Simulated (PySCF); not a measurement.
C₅H₁₃N₂PSi (SMILES CC[C@H](C#N)CN[SiH2]P)

```
atom    x (Å)    y (Å)    z (Å)
   C   2.9239  -0.3245   0.0899
   C   1.7016   0.4805   0.5138
   C   0.5814   0.4099  -0.5339
   C   1.0221   1.0073  -1.7696
   N   1.3730   1.5099  -2.7349
   C  -0.7076   1.1263  -0.0654
   N  -1.2591   0.5864   1.1488
  Si  -1.9847  -0.9718   1.2604
   P  -2.7913  -1.3915  -0.7851
   H   2.6621  -1.3709  -0.0538
   H   3.6979  -0.2656   0.8515
   H   3.3289   0.0597  -0.8437
   H   1.9839   1.5253   0.6672
   H   1.3166   0.0882   1.4581
   H   0.3303  -0.6410  -0.7288
   H  -0.5043   2.1932   0.0699
   H  -1.4623   1.0198  -0.8530
   H  -0.7957   0.9371   1.9724
   H  -2.9584  -0.8532   2.3468
   H  -1.0560  -2.0806   1.5531
   H  -3.8763  -0.5406  -0.6869
   H  -3.5365  -2.4845  -0.3878
```

Geometry: GFN2-xTB.

Theory: PBE0/pcSseg-1, SCF density, gas phase, non-relativistic (PySCF).

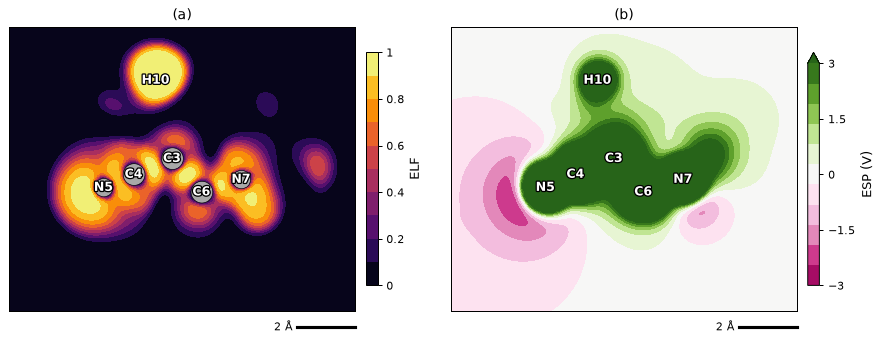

Figure 1. (a) ELF; (b) electrostatic potential on the plane of atoms C4, C3 and C6. Grey discs cover the atomic cores in the ELF map.

What does the map show?

- The section cuts through C, N and H sites.
- C–N (1.14 Å): the ELF peaks at about 0.85 between the atoms; a multiple bond.
- C–C (1.44 Å): the ELF peaks at about 0.95 between the atoms (localised, covalent bonding).
- C–C (1.55 Å): the ELF peaks at about 0.95 between the atoms: localised, covalent bonding.
- The ELF also peaks beside N7 and N5, away from the bonds: lone-pair regions.
- Outside the dense part of the molecule the potential is most negative (−2.4 V) near N5.

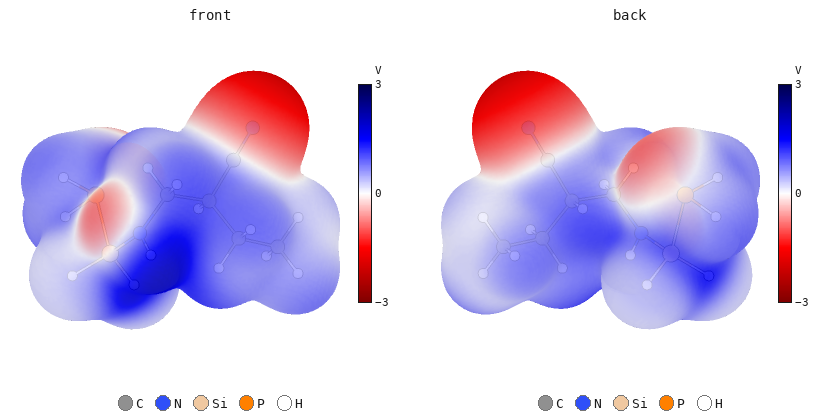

Figure 2. The electrostatic potential painted on the density surface at 0.002 e/bohr³, seen from the front and from behind; the colour scale runs from red (negative) to blue (positive).

Where is the surface potential most negative and most positive?

The most negative region (about −1.9 V) lies over N5, the most positive (about +2.0 V) over H18. N5 is the likeliest acceptor of a hydrogen bond.

What dipole moment does the calculation give?

Its dipole moment is 4.63 D.
